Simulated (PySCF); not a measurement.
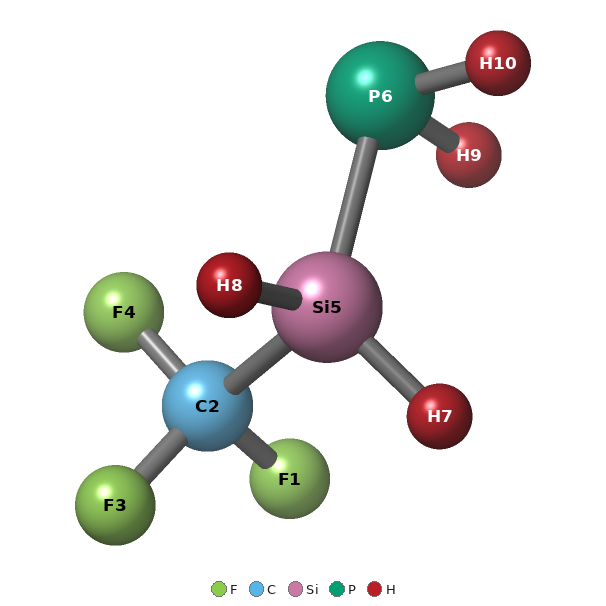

Computed geometry: GFN2-xTB optimisation. No frequency run is at hand to confirm it as a minimum. Level of theory: delta-SCF UKS SCAN, pcX-2 on the ionised atom, pcseg-1 elsewhere, spin-free X2C (PySCF 2.14.0).

Give the core-electron binding energies (to vacuum; p and d levels without spin–orbit splitting) of F1 1s, C2 1s, Si5 1s, Si5 2p, P6 1s, P6 2p.

```tsv
atom	level	binding energy (eV)
F1	1s	693.6
C2	1s	297.4
Si5	1s	1847.2
Si5	2p	107.7
P6	1s	2150.4
P6	2p	137.2
```

The geometry is semi-empirical. Around P, Si such bond lengths and angles can be off by a tenth of an ångström or more and by several degrees, and values that hang on the shape move with them.
